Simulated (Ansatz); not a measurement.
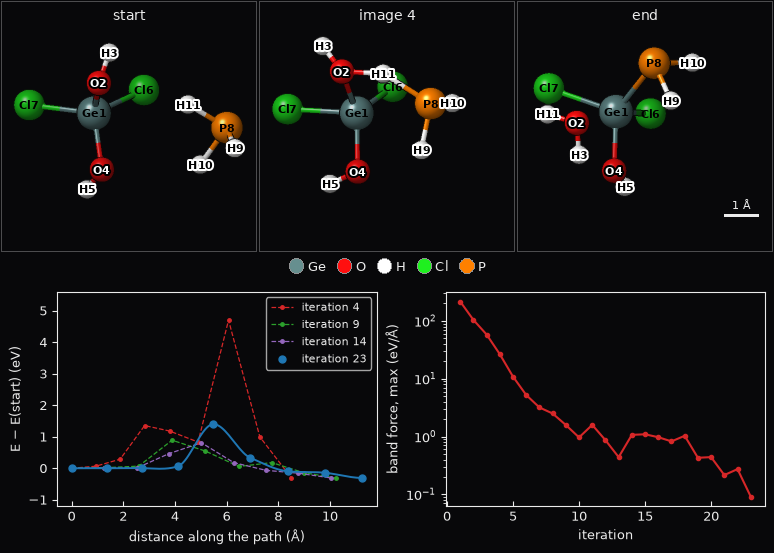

A search for the minimum-energy path of GePH₅O₂Cl₂, made up at the start of GeH2O2Cl2 and PH₃ by the nudged elastic band. Images are numbered from 0 (start) to 8 (end). The plot follows the band through its iterations. Style: ball-and-stick. Shown at a tilt.

The calculation used Ansatz 0.2.0, RKS PBE/def2-SVP. Settings: 7 movable images; climbing image; force threshold 0.2 eV/Å; iteration limit 60; starting path through a guess of the saddle point.

How did the profile develop, and is the result final?

Answer. The run met only a loose threshold, so the barrier can't be trusted yet. The band converged in 23 iterations. The largest component of the band force went from 220 to 0.091 eV/Å. The climbing image converged on the top of the path. Its curvatures weren't checked. The force threshold is so loose that the height of the top is at best an upper bound. The first iteration put the highest image at 53.75 eV. The highest point, image 4, lies 1.40 eV above the start and 1.70 eV above the end; the end is at −0.31 eV relative to the start.

Limits of the set-up: the start holds two separate molecules, 2.8 Å apart at their closest, whose relative position is a soft coordinate and is computed without a dispersion correction.

The run took 2.5 min on 4 threads of Intel(R) Xeon(R) 6975P-C (Granite Rapids), on a shared host, peak memory 0.24 GiB.
